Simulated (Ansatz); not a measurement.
Correcting a cheap level on B-containing molecules

The atomisation energy (no zero-point term) in kJ/mol of 8 B-containing molecules: x at BHLYP-D4/def2-TZVPP, y at CCSD(T)/CBS estimate. Shapes, held fixed at every level: PBE0-D4/def2-TZVP. Flexible molecules stand in one conformer, not always the lowest. Programs: Ansatz 0.2.0.

| molecule | x (kJ/mol) | y (kJ/mol) |
| --- | --- | --- |
| B2H6O2 (SMILES [BH2-]1[OH+][BH2-][OH+]1) | 3580 | 3677 |
| CH8BN (SMILES [BH3-][NH2+]C) | 3715 | 3767 |
| C2H6BN (SMILES [BH3-]C#[N+]C) | 3722 | 3791 |
| C2H6BN (SMILES [BH3-][N+]#CC) | 3757 | ? |
| C2H9BO (SMILES [BH3-][O+](C)C) | 4521 | 4611 |
| C2H8B2F2 (SMILES C[BH-]1[F+][BH-](C)[F+]1) | 5333 | 5437 |
| B(CH3)3(OH2) | 5892 | 6019 |
| B(CH3)3(NH3) | 6238 | 6344 |

Question: Fit y = c + s·x to the known rows and predict y for C2H6BN (SMILES [BH3-][N+]#CC).

Answer: 
1. Means of the 7 rows: x = 4714.43, y = 4806.6.
2. Σ(Δx)² = 7398690, Σ(Δx·Δy) = 7526175, so the slope is 7526175/7398690 = 1.0172.
3. Intercept: 4806.6 − (1.0172) × 4714.43 = 11.1. The largest residual of the fit is 24.
4. C2H6BN (SMILES [BH3-][N+]#CC): 11.1 + 1.0172 × 3757 = 3833 kJ/mol.

CCSD(T)/CBS estimate gives 3833 kJ/mol, so the prediction is off by 0 kJ/mol: they agree to the digits shown. Uncorrected, BHLYP-D4/def2-TZVPP misses it by -76 kJ/mol, and the other rows by 92 on average. The line removes about 100 % of this miss. Left out in turn, the other rows are missed by 18 kJ/mol on average, so much of the error is systematic among these molecules. The CBS estimate extrapolates MP2 from def2-TZVPP and def2-QZVPP and adds CCSD(T) − MP2 in the triple-zeta set, cores frozen.

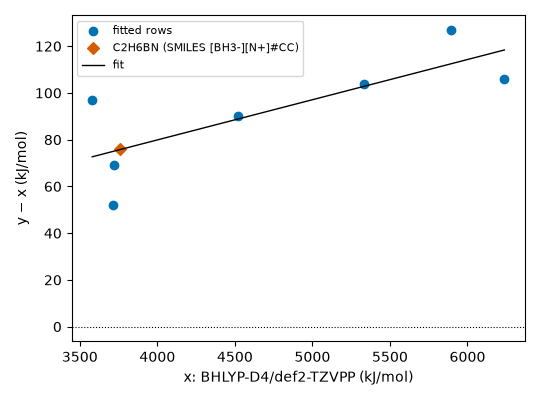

The correction y − x against x, with the fitted line and the withheld molecule.
